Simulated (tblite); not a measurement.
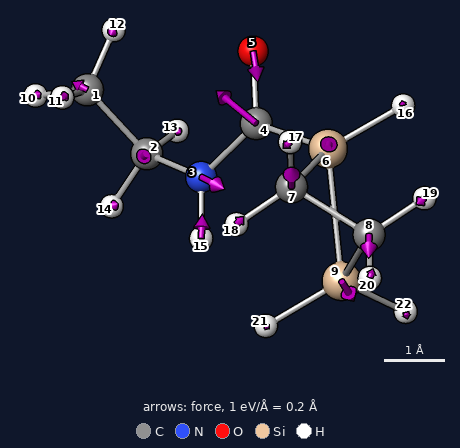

Starting geometry of C₅H₁₃NOSi₂ with the computed forces as purple arrows. The picture is a ball-and-stick view, seen from a free direction.

The calculation used GFN2-xTB geometry optimisation, gas phase (tblite 0.8.0). 

**What follows when this structure is relaxed?**

It isn't relaxed: the largest force vector, on C4, is 5.52 eV/Å. The final displacements have little in common with the starting forces (cosine between the two patterns 0.19). After 128 geometry steps the energy has fallen by 232.0 kJ/mol. The largest moves after the best rigid fit, 1.48 Å, are those of O5 and H20. Largest moves by element: O 1.48 Å, H 1.47 Å, C 0.68 Å, Si 0.62 Å, N 0.35 Å. Some distances before and after: C7–Si9 2.334 → 2.705 Å, Si6–C8 2.340 → 2.692 Å, Si6–Si9 2.225 → 2.331 Å, Si6–C7 1.829 → 1.934 Å. Bond angles that change, for instance: C7–C8–Si9 86.8° → 101.7°, Si6–C7–C8 88.0° → 100.7°, C4–Si6–H16 117.2° → 105.4°. Groups turn about C2–N3 by about 60°, C7–C8 by about 40°, Si6–Si9 by about 35°. The run took 2.4 s on 1 thread of Arm Neoverse N1, with other jobs on the host.
